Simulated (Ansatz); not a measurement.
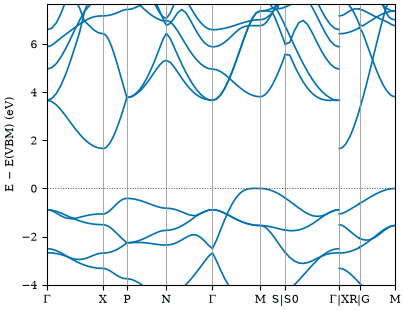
*Band structure from r²SCAN in the plane-wave PAW code Ansatz*

Problem. Read off the gap and where the band edges lie.

Solution. About 1.7 eV (1.66 eV by a search for the band edges); maximum on the Γ–M line, 88 % of the way from Γ, minimum at X.

Problem. Which compound is it?
(A) Ca2Bi, I4/mmm (Ca on 4e, Ca on 4c, Bi on 4e)
(B) CaC2, MoSi2 or CaC2 type
(C) BaCu2S2, I4/mmm (Ba on 2a, Cu on 4d, S on 4e)
(D) ZnCu2SnS4, I-4 (Pearson symbol tI16)

Solution. B, CaC2, MoSi2 or CaC2 type

The workflow started from a Materials Project entry (that database holds measured and hypothetical structures alike); the Crystallography Open Database copy checked does not list it. COD files the formula under space group No. 2. Whether it is the stable phase at ambient conditions was not checked. Symmetry was held in the r²SCAN relaxation; its stability against distortions is not shown here.

Potentials: the later of the program's two PAW sets.
